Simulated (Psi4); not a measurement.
# NClO (nitrosyl chloride): MP2/cc-pVTZ

Aim: the vertical ionisation energy of NClO (nitrosyl chloride) at MP2/cc-pVTZ, from 2 runs. 

The results are computed with Psi4 1.11.

8 further runs of the same task are left out: 8 that didn't finish.

## 1. The molecule

The species is NClO (3 atoms), meant as a singlet with charge 0. SMILES: `O=NCl`. The shape is that of a PBE0-D4/def2-TZVP optimisation.

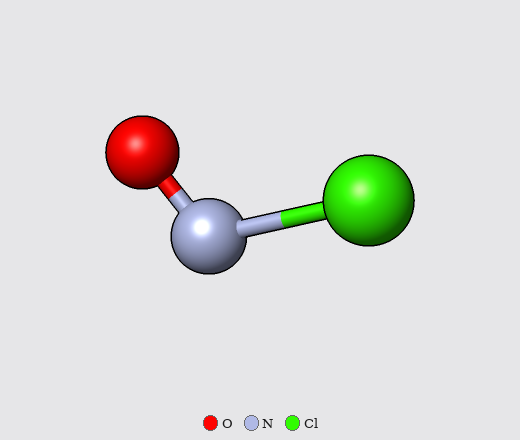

Viewed from a chosen angle; oxygen red, nitrogen light blue, chlorine green.

## 2. A single-point energy at MP2/cc-pVTZ

job.py reads:

```python
import psi4

psi4.set_memory('2200 MB')
psi4.set_num_threads(1)
psi4.core.set_output_file('psi4.out', False)

molecule = psi4.geometry("""
0 1
O      1.88987730    -0.63935104     0.97109246
N      0.09836024    -1.13298530    -0.06772778
Cl    -1.98823755     1.77237413    -0.90336468
units bohr
symmetry c1
""")

psi4.set_options({
    'basis': 'cc-pVTZ',
    'reference': 'rhf',
    'puream': True,
    'e_convergence': 1e-09,
    'd_convergence': 1e-08,
    'scf_type': 'pk',
    'num_frozen_docc': 7,
    'mp2_type': 'conv',
})

result, w = psi4.energy('mp2', return_wfn=True)
print(f'mp2 energy: {result:.10f} Eh')
```

Launch:

```
$ python job.py
```

psi4.out (excerpt; [...] marks lines left out):

```text
[...]
  Running in c1 symmetry.
[...]
  Nuclear repulsion =   86.249462504847045
[...]
  Multiplicity = 1
[...]
  Nalpha       = 16
  Nbeta        = 16
[...]
    Number of basis functions: 94
[...]
   @RHF iter   1:  -588.69768750181038   -6.10452e-01   4.21726e-03 DIIS/ADIIS
[...]
   @RHF iter  13:  -588.76945303363038   -2.53522e-11   9.03440e-09 DIIS
[...]
    Orbital Energies [Eh]
    ---------------------
    Doubly Occupied:
       1A   -104.832806     2A    -20.751323     3A    -15.846185
       4A    -10.557185     5A     -8.023491     6A     -8.021729
       7A     -8.021612     8A     -1.691445     9A     -1.109717
      10A     -0.963145    11A     -0.775446    12A     -0.763875
      13A     -0.729856    14A     -0.458705    15A     -0.458210
      16A     -0.428201
[...]
  @RHF Final Energy:  -588.76945303363038
   => Energetics <=
    Nuclear Repulsion Energy =             86.2494625048470454
    One-Electron Energy =                -983.1719656201750013
    Two-Electron Energy =                 308.1530500816975291
    Total Energy =                       -588.7694530336303842
[...]
 Multipole Moments:
 ------------------------------------------------------------------------------------
     Multipole            Electronic (a.u.)      Nuclear  (a.u.)        Total (a.u.)
 ------------------------------------------------------------------------------------
 L = 1.  Multiply by 2.5417464519 to convert [e a0] to [Debye]
 Dipole X            :         -0.2258426            0.7519124            0.5260698
 Dipole Y            :          0.0554262           -0.5940577           -0.5386315
 Dipole Z            :         -0.0000000           -0.0000000           -0.0000000
 Magnitude           :                                                    0.7529099
[...]
	SCS-MP2 Total Energy (a.u.)        :  -589.38449319435574
	SOS-MP2 Total Energy (a.u.)        :  -589.32967286244104
	SCSN-MP2 Total Energy (a.u.)       :  -589.05890438613972
[...]
	SOS-PI-MP2 Total Energy (a.u.)     :  -589.42304283390945
[...]
	MP2 Total Energy (a.u.)            :  -589.40076388671650
[...]
```

On the terminal:

```text
mp2 energy: -589.4007638867 Eh
```

Run time: 22 s. Hardware: 1 thread of Intel Xeon at 2.50GHz (Skylake/Cascade Lake), shared host; peak memory 0.54 GiB.

## 3. The doublet cation, same level

clno.inp reads:

```
memory 2200 mb

molecule molecule1 {
  1 2
  O      1.88987730    -0.63935104     0.97109246
  N      0.09836024    -1.13298530    -0.06772778
  Cl    -1.98823755     1.77237413    -0.90336468
  units au
  symmetry c1
  no_reorient
  no_com
}

set basis cc-pVTZ
set reference uhf
set puream true
set e_convergence 1e-09
set d_convergence 1e-08
set scf_type pk
set num_frozen_docc 7
set mp2_type conv
set maxiter 100

e, wfn = energy('mp2', return_wfn=True)
print_variables()
```

Launch:

```
$ psi4 -n 1 clno.inp clno.out
```

clno.out (excerpt; [...] marks lines left out):

```text
[...]
  Running in c1 symmetry.
[...]
  Nuclear repulsion =   86.249462504847060
[...]
  Multiplicity = 2
[...]
  Nalpha       = 16
  Nbeta        = 15
[...]
    Number of basis functions: 94
[...]
   @UHF iter   1:  -588.19880371037175   -1.11568e-01   5.95454e-03 ADIIS/DIIS
[...]
   @UHF iter  28:  -588.39790728942387   -4.88853e-12   6.33838e-09 DIIS
[...]
   @S^2 Observed:                9.845803834E-01
[...]
    Orbital Energies [Eh]
    ---------------------
    Alpha Occupied:
       1A   -105.172659     2A    -21.152413     3A    -16.161202
       4A    -10.892963     5A     -8.373429     6A     -8.353504
       7A     -8.353337     8A     -2.053094     9A     -1.445305
      10A     -1.307953    11A     -1.153672    12A     -1.098274
      13A     -1.094162    14A     -0.802521    15A     -0.762898
      16A     -0.762009
    Alpha Virtual:
      17A     -0.253153    18A     -0.217677    19A      0.100768
      20A      0.212080    21A      0.253420    22A      0.261995
      23A      0.294267    24A      0.297078    25A      0.306694
[...]
  @UHF Final Energy:  -588.39790728942387
   => Energetics <=
    Nuclear Repulsion Energy =             86.2494625048470596
    One-Electron Energy =                -972.7224870779596131
    Two-Electron Energy =                 298.0751172836886553
    Total Energy =                       -588.3979072894238698
  UHF NO Occupations:
  HONO-2 :   14  A 1.9511959
  HONO-1 :   15  A 1.9341601
[...]
 Multipole Moments:
 ------------------------------------------------------------------------------------
     Multipole            Electronic (a.u.)      Nuclear  (a.u.)        Total (a.u.)
 ------------------------------------------------------------------------------------
 L = 1.  Multiply by 2.5417464519 to convert [e a0] to [Debye]
 Dipole X            :         17.9953780          -17.9924983            0.0028798
 Dipole Y            :        -17.0783442           17.0846548            0.0063106
 Dipole Z            :          8.0648162           -8.0625543            0.0022618
 Magnitude           :                                                    0.0072961
[...]
	SCS-MP2 Total Energy (a.u.)        :  -588.95131305001189
	SOS-MP2 Total Energy (a.u.)        :  -588.90124927314037
	SCSN-MP2 Total Energy (a.u.)       :  -588.66224403130536
[...]
	SOS-PI-MP2 Total Energy (a.u.)     :  -588.98513960375976
[...]
	MP2 Total Energy (a.u.)            :  -588.96755027313532
[...]
```

Run time: 28 s. Hardware: 1 thread of Intel Xeon at 2.50GHz (Skylake/Cascade Lake), shared host; peak memory 0.54 GiB.

## 4. Summary of results

At MP2/cc-pVTZ, 7 core orbitals frozen:

| quantity | value |
| --- | --- |
| singlet NClO: total energy | -589.40076 Eh |
| singlet NClO: HOMO energy (Hartree–Fock orbitals) | -11.65 eV |
| singlet NClO: LUMO energy (Hartree–Fock orbitals) | 1.28 eV |
| singlet NClO: HOMO–LUMO gap (Hartree–Fock orbitals) | 12.93 eV |
| singlet NClO: correlation energy (7 core orbitals frozen) | -631.3 mEh |
| doublet cation: total energy | -588.96755 Eh |
| doublet cation: HOMO energy (Hartree–Fock orbitals) (highest over α and β) | -20.34 eV |
| doublet cation: LUMO energy (Hartree–Fock orbitals) (lowest over α and β) | -8.66 eV |
| doublet cation: correlation energy (7 core orbitals frozen) | -569.6 mEh |
| doublet cation: ⟨S²⟩ of the reference determinant | 0.985 |
| vertical ionisation energy (to the doublet cation) | 11.788 eV |

Removing an electron at fixed nuclei costs 11.79 eV (1137 kJ/mol). ⟨S²⟩ (doublet cation) is 0.98 where a pure doublet has 0.75: the reference is spin-contaminated.
